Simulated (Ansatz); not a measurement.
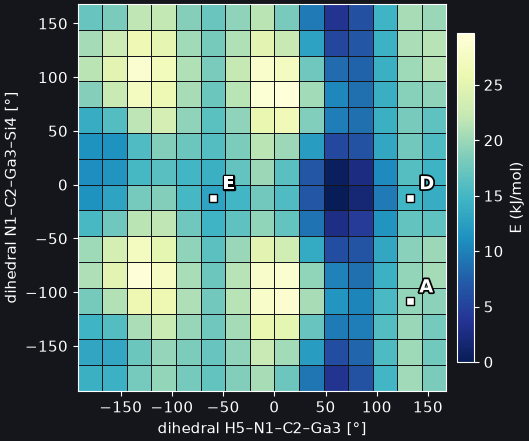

CH₈GaNSi, SMILES N[CH2][GaH][SiH3]. The first coordinate is: dihedral H5–N1–C2–Ga3; the second: dihedral N1–C2–Ga3–Si4. Nothing is relaxed (all other coordinates rigid). The scan uses a 15 × 15 grid. Points are written as (first, second). Energies are in kJ/mol, from the lowest grid point. These are results of RKS PBE0-D4/def2-SVP in Ansatz, not measurements.

Drawn: one coloured cell a grid point, lettered points.

What kind of point is each of A, D, E: minimum, saddle, maximum or slope?

A: saddle point; D: saddle point; E: minimum. (In these two coordinates alone; a stationary point may lie a little off the grid point.)

Rank the lettered points by energy, lowest first.

E (13.0 kJ/mol), D (14.8 kJ/mol), A (19.6 kJ/mol).
